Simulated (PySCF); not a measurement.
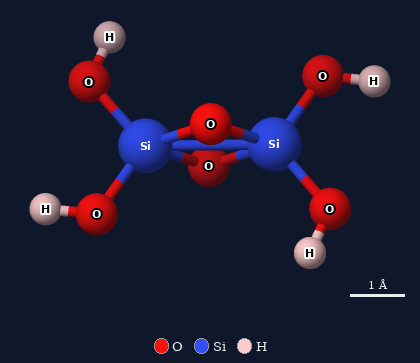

The structure as given in the input (ball-and-stick view, seen at a tilt). Bond lengths as drawn: H–O 0.96 Å, O–Si 1.63 to 1.69 Å and Si–Si 2.39 Å.

**Core-level calculation of Si2H4O6**

System: Si2H4O6.
Method: delta-SCF UKS SCAN, pcX-2 on the ionised atom, pcseg-1 elsewhere, spin-free X2C (PySCF 2.14.0).

**Log**
```
ground state, core basis on atom 3 (O), 171 functions
  cycle   1  E = -1033.83294147  |g| = 1.56e+00
  cycle   2  E = -1033.14069858  |g| = 2.48e+00
  cycle   3  E = -1034.26831397  |g| = 1.38e-01
  cycle   4  E = -1034.26875292  |g| = 1.29e-01
  cycle   5  E = -1034.27170817  |g| = 1.74e-02
  cycle   6  E = -1034.27175140  |g| = 7.75e-03
  cycle   7  E = -1034.27175801  |g| = 4.12e-03
  cycle   8  E = -1034.27176383  |g| = 5.41e-04
  cycle   9  E = -1034.27176168  |g| = 1.13e-04
  E(ground) = -1034.35703106 Eh
hole in O 1s of atom 3
  cycle   1  E = -1013.67041117  |g| = 2.23e+00
[... 9 cycles left out ...]
  E(ion) = -1014.58387952 Eh   <S^2> = 0.7628   hole on atom = 1.000   binding energy = 538.055 eV
ground state, core basis on atom 4 (Si), 182 functions
[... 8 cycles left out ...]
  E(ground) = -1034.40845842 Eh
hole in Si 2p of atom 4
[... 10 cycles left out ...]
  E(ion) = -1030.39532628 Eh   <S^2> = 0.7512   hole on atom = 1.003   binding energy = 109.203 eV
  2p3/2 = 109.002 eV   2p1/2 = 109.627 eV
ground state, core basis on atom 5 (O), 171 functions
[... 6 cycles left out ...]
  E(ground) = -1034.35347584 Eh
hole in O 1s of atom 5
[... 11 cycles left out ...]
  E(ion) = -1014.53095099 Eh   <S^2> = 0.7613   hole on atom = 1.000   binding energy = 539.398 eV
ground state, core basis on atom 6 (O), 171 functions
[... 6 cycles left out ...]
  E(ground) = -1034.35395883 Eh
hole in O 1s of atom 6
[... 1 cycle left out ...]
  cycle   2  E = -1011.12403248  |g| = 2.62e+00
  cycle   3  E = -1013.97744870  |g| = 1.05e+00
  cycle   4  E = -1014.39628195  |g| = 3.70e-01
  cycle   5  E = -1014.43616805  |g| = 1.60e-01
  cycle   6  E = -1014.44413450  |g| = 6.97e-02
  cycle   7  E = -1014.44590468  |g| = 1.86e-02
  cycle   8  E = -1014.44602700  |g| = 5.53e-03
  cycle   9  E = -1014.44603660  |g| = 2.87e-03
  cycle  10  E = -1014.44603944  |g| = 8.32e-04
  cycle  11  E = -1014.44604154  |g| = 2.62e-04
  E(ion) = -1014.53295232 Eh   <S^2> = 0.7612   hole on atom = 1.000   binding energy = 539.357 eV
```

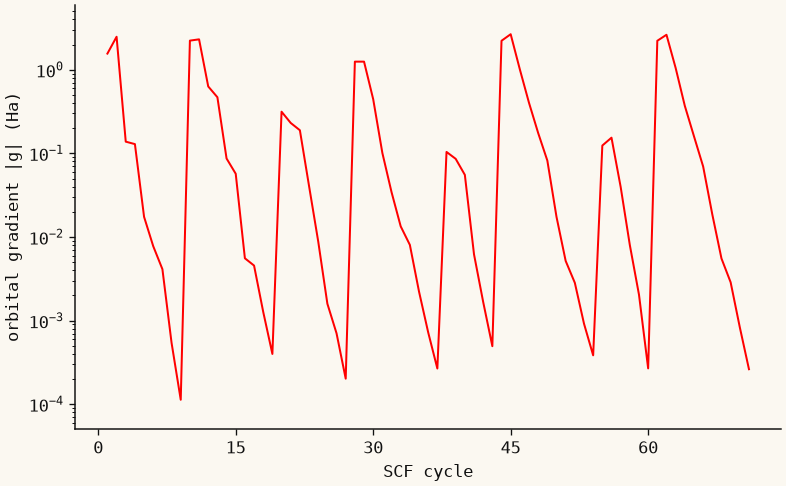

Convergence of the self-consistent field: orbital gradient |g| against the SCF cycle. All cycles printed in the log are drawn one after another.

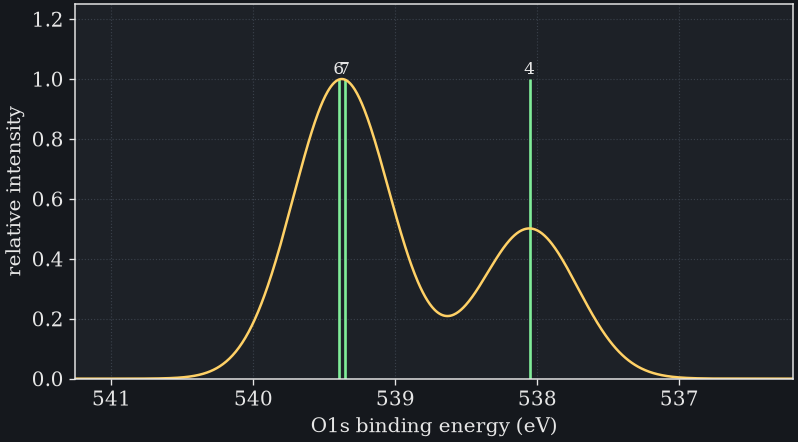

O1s binding energies by ΔSCF of the atoms computed, labelled by atom number, with a Gaussian envelope of 0.8 eV full width. They run from 538.05 eV (atom 4) to 539.40 eV (atom 6).

The run was set up as follows.

**The input**
```
{"job": {"kind": "xps", "holes": 5}, "charge": 0, "multiplicity": 1}
O      2.373553     0.675248    -0.642864
Si     1.189658    -0.327429    -0.137518
O      1.882619    -1.789425     0.113653
O     -0.186002    -0.325241    -1.110993
Si    -1.101036     0.307463     0.153462
O     -1.790636     1.770910    -0.099133
O     -2.286548    -0.693210     0.659992
O      0.274277     0.304646     1.127546
H      3.237025     0.277356    -0.784626
H      1.312298    -2.509357     0.398577
H     -1.218718     2.489425    -0.384117
H     -3.148240    -0.290705     0.800957
```

The first line tells a small driver script what to run in PySCF; the rest is the geometry in Å.

Command:
```bash
OMP_NUM_THREADS=1 python <driver script> task.json out
```

**Summary**

| quantity | value |
| --- | --- |
| outcome | converged |
| hardware | 1 CPU thread, shared host |
| wall time | 44 s |
| peak memory | 0.65 GiB |
